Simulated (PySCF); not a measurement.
# C5H10O2 (SMILES CC1CCOCO1): levels of theory compared

Wanted: a comparison of 6 runs (BHLYP/6-31G*, CAM-B3LYP/6-31G*, M06-2X/6-31G*, M06-L/6-31G*, PBE0/6-31G*, r2SCAN/6-31G*) of C5H10O2. 

Program for the calculation: PySCF 2.14.0.

## 1. The molecule

C5H10O2 has 17 atoms, charge 0, and is taken as a singlet. SMILES: `CC1CCOCO1`. The C1–C2 distance was set to 3.343 Å, away from the relaxed value. At this shape a bond of the SMILES string is far longer than usual.

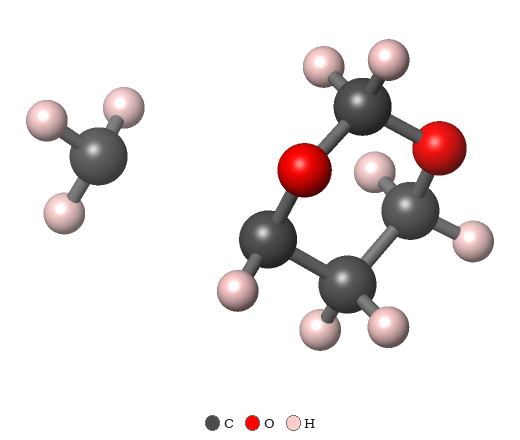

Viewed from a chosen angle; carbon dark grey, oxygen red, hydrogen pink.

## 2. A single-point energy at BHLYP/6-31G(d) (spherical functions) (run 1)

calc.py

```python
from pyscf import gto, dft

mol = gto.M(
    atom='''
C   -0.600588  -3.235682  -1.037748
C    0.886880  -0.297200  -0.462930
C    0.070700   0.907180  -0.926650
C   -1.043240   1.204310   0.059710
O   -0.515170   1.328310   1.364660
C    0.148030   0.156820   1.729980
O    1.237200  -0.132500   0.909770
H   -0.001458  -4.045132  -0.616978
H   -1.603018  -3.295492  -0.609868
H   -0.691408  -3.399422  -2.114218
H    1.848300  -0.296470  -0.982940
H    0.727670   1.779090  -0.980740
H   -0.337810   0.729660  -1.925630
H   -1.807030   0.411500   0.045760
H   -1.538910   2.148020  -0.172300
H   -0.569470  -0.682110   1.732170
H    0.543910   0.307850   2.733810
''',
    max_memory=1860,
    basis='6-31g*',
    verbose=4,
    charge=0,
)

ks = dft.RKS(mol, xc='bhandhlyp')
ks.conv_tol = 1e-10
ks.grids.level = 5
ks.kernel()
if not ks.converged:
    ks = ks.newton().run(ks.mo_coeff, ks.mo_occ)

e_final = ks.e_tot
print('Final energy', e_final)
```

On the command line:

```sh
OMP_NUM_THREADS=1 python calc.py
```

Output:

```text
PySCF version 2.14.0

[... 91 lines left out ...]
converged SCF energy = -346.560913086739
Final energy -346.5609130867389
```

It took 52 s on 1 thread of Intel Xeon at 2.70GHz, shared host; peak memory 0.68 GiB.

## 3. A single-point energy at CAM-B3LYP/6-31G(d) (spherical functions) (run 2)

run.py

```python
from pyscf import gto, dft

mol = gto.M(
    atom='''
C     -0.600588    -3.235682    -1.037748
C      0.886880    -0.297200    -0.462930
C      0.070700     0.907180    -0.926650
C     -1.043240     1.204310     0.059710
O     -0.515170     1.328310     1.364660
C      0.148030     0.156820     1.729980
O      1.237200    -0.132500     0.909770
H     -0.001458    -4.045132    -0.616978
H     -1.603018    -3.295492    -0.609868
H     -0.691408    -3.399422    -2.114218
H      1.848300    -0.296470    -0.982940
H      0.727670     1.779090    -0.980740
H     -0.337810     0.729660    -1.925630
H     -1.807030     0.411500     0.045760
H     -1.538910     2.148020    -0.172300
H     -0.569470    -0.682110     1.732170
H      0.543910     0.307850     2.733810
''',
    max_memory=1860,
    verbose=4,
    basis='6-31g*',
    spin=0,
)

ks = dft.RKS(mol, xc='cam-b3lyp')
ks.grids.level = 5
ks.conv_tol = 1e-10
ks.kernel()
if not ks.converged:
    ks = ks.newton().run(ks.mo_coeff, ks.mo_occ)

energy = ks.e_tot
print('E(%s) = %.9f' % ('CAM-B3LYP', energy))
```

On the command line:

```sh
OMP_NUM_THREADS=1 python run.py
```

Output:

```text
PySCF version 2.14.0

[... 91 lines left out ...]
converged SCF energy = -346.603575542425
E(CAM-B3LYP) = -346.603575542
```

Wall time 96 s (1 thread of Intel Xeon at 2.70GHz, shared host); peak memory 0.68 GiB.

Runs 3 to 5 aren't shown in full; the table further down has their settings and results.

## 4. A single-point energy at r2SCAN/6-31G(d) (spherical functions) (run 6)

start.xyz

```xyz
17
C5H10O2
C     -0.600588    -3.235682    -1.037748
C      0.886880    -0.297200    -0.462930
C      0.070700     0.907180    -0.926650
C     -1.043240     1.204310     0.059710
O     -0.515170     1.328310     1.364660
C      0.148030     0.156820     1.729980
O      1.237200    -0.132500     0.909770
H     -0.001458    -4.045132    -0.616978
H     -1.603018    -3.295492    -0.609868
H     -0.691408    -3.399422    -2.114218
H      1.848300    -0.296470    -0.982940
H      0.727670     1.779090    -0.980740
H     -0.337810     0.729660    -1.925630
H     -1.807030     0.411500     0.045760
H     -1.538910     2.148020    -0.172300
H     -0.569470    -0.682110     1.732170
H      0.543910     0.307850     2.733810
```

job.py

```python
from pyscf import gto, dft

mol = gto.M(
    atom='start.xyz',
    basis='6-31g*',
    max_memory=1860,
    charge=0,
    verbose=3,
    spin=0,
)

myscf = dft.RKS(mol, xc='r2scan')
myscf.conv_tol = 1e-10
myscf.grids.level = 5
myscf.kernel()
if not myscf.converged:
    myscf = myscf.newton().run(myscf.mo_coeff, myscf.mo_occ)

energy = myscf.e_tot
print('Final energy', energy)
```

On the command line:

```sh
OMP_NUM_THREADS=1 python job.py
```

Output:

```text
converged SCF energy = -346.591835196268
Final energy -346.5918351962679
```

Run time: 2.7 min. Hardware: 1 thread of Intel Xeon at 2.70GHz, shared host; peak memory 0.73 GiB.

## 5. Overview of the runs

| run | level | energy (Eh) | dipole moment (D) | HOMO energy (eV) | LUMO energy (eV) | wall time |
| --- | --- | --- | --- | --- | --- | --- |
| 1 | BHLYP/6-31G* (spherical functions) | -346.560913 | 1.39 | -6.02 | -2.08 | 52 s |
| 2 | CAM-B3LYP/6-31G* (spherical functions) | -346.603576 | 1.32 | -6.38 | -1.90 | 96 s |
| 3 | M06-2X/6-31G* (spherical functions) | -346.612089 | 1.34 | -6.22 | -2.19 | 95 s |
| 4 | M06-L/6-31G* (spherical functions) | -346.740894 | 1.27 | -4.75 | -3.54 | 2.6 min |
| 5 | PBE0/6-31G* (spherical functions) | -346.383686 | 1.29 | -5.37 | -2.84 | 53 s |
| 6 | r2SCAN/6-31G* (spherical functions) | -346.591835 | 1.26 | -4.74 | -3.46 | 2.7 min |

## 6. Results

```
            quantity          value
 run 6: total energy  -346.59184 Eh
run 6: dipole moment         1.26 D
  run 6: HOMO energy       -4.74 eV
  run 6: LUMO energy       -3.46 eV
run 6: HOMO–LUMO gap        1.27 eV
```

**Reading.** The dipole moment (its size) runs from 1.26 D (r2SCAN/6-31G*) to 1.39 D (BHLYP/6-31G*). The HOMO–LUMO gap runs from 1.21 eV (M06-L/6-31G*) to 4.49 eV (CAM-B3LYP/6-31G*). Totals of different functionals can't be ranked against each other. In runs 1, 2, 3, 4, 5, 6 a closed-shell determinant meets a far-stretched bond, which it describes badly. All runs together took 10 min, the longest 2.7 min.
